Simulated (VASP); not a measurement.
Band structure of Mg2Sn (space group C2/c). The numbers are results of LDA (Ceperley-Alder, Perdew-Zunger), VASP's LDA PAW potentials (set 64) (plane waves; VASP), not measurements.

Unless said otherwise, spin-orbit coupling is left out, though it shifts the bands of the heavy elements here.

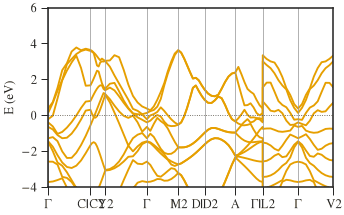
Bands along high-symmetry lines, zero at the valence-band maximum or, without a gap, the Fermi level

Problem. Read the plot: is there a gap, and where are the band edges?

Solution. It has no gap at this level: it comes out as a metal or semimetal. (Edges off the drawn lines would not show.)

The structure comes from a computed database's Mg2Sn entry (C2/c); how it stands against other phases isn't given here. It was relaxed first, which changed the volume by -9 %.
